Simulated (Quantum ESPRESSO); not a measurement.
# How far to go with the SCF threshold: CaC₂ (R3m, 3 atoms in the cell)

```xyz
3
Lattice="1.9347 1.1170 3.9341 -1.9347 1.1170 3.9341 0.0000 -2.2340 3.9341" Properties=species:S:1:pos:R:3 pbc="T T T"
Ca     0.0000     0.0000     0.0500
C      0.0000     0.0000     6.5257
C      0.0000     0.0000     5.2767
```

Computed with PBEsol, GBRV 1.5 ultrasoft (PBESOL) pseudopotentials (plane waves; Quantum ESPRESSO).

Base settings: ecutwfc = 40 Ry; ecutrho = 200 Ry; occupations = smearing; smearing = fd; degauss = 0.0036749 Ry; potentials = {Ca: ca_pbesol_v1.uspp.F.UPF, C: c_pbesol_v1.2.uspp.F.UPF}; K_POINTS = automatic 7 7 7 0 0 0; conv_thr = 1e-10 Ry.

The mesh stays at the base's, so the ladder's end is converged at best in this setting alone.

Only quantities that move along the ladder and can be compared are tabulated.

The count of work is k-points × plane waves × bands × iterations; it is no time. 

The starting cell comes from a database of computed structures (which also holds hypothetical and non-ambient phases and stackings), without a prior relaxation at this level. Its lattice was rescaled by up to half a per cent. One atom was moved a little off its site on purpose. Another mesh or the band path of this cell gives a smaller gap, so this value is not converged in the mesh.

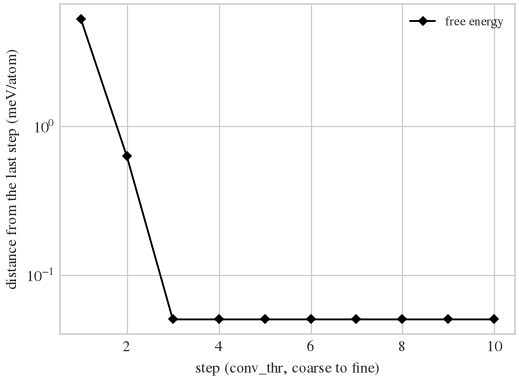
Figure. Distance from the last step along the ladder; very small values are drawn at a floor.

```csv
conv_thr,free energy less the last step's (meV/atom),pressure (GPa),largest difference of a force vector from the last step's (eV/Å),gap on the mesh (eV),count of work / last
0.0073 Ry,5.19,-2.93,0.297,2.869,0.23
0.00073 Ry,0.62,-0.99,0.107,2.797,0.38
7.3e-05 Ry,0.01,-0.98,0.020,2.773,0.46
7.3e-06 Ry,0.01,-0.98,0.020,2.773,0.46
7.3e-07 Ry,0.00,-1.07,0.004,2.777,0.54
7.3e-08 Ry,0.00,-1.09,0.001,2.779,0.62
7.3e-09 Ry,0.00,-1.09,0.000,2.779,0.69
7.3e-10 Ry,0.00,-1.09,0.000,2.779,0.69
1e-10 Ry,0.00,-1.09,0.000,2.779,0.77
7.3e-12 Ry,0.00,-1.09,0.000,2.779,0.85
7.3e-14 Ry,0.00,-1.09,0.000,2.779,1.0
```

Coarsest conv_thr that holds the gap on the mesh within 0.02 eV of the last step, with all finer ones: 0.00073 Ry, at 0.38 of the last step's count of work; the step before is off by 0.090 eV.

Coarsest conv_thr that holds the forces within 0.01 eV/Å of the last step, with all finer ones: 7.3e-07 Ry; the step before is off by 0.020 eV/Å.

Coarsest conv_thr that holds the pressure within 0.5 GPa of the last step, with all finer ones: 0.00073 Ry, at 0.38 of the last step's count of work; the step before is off by 1.8 GPa.
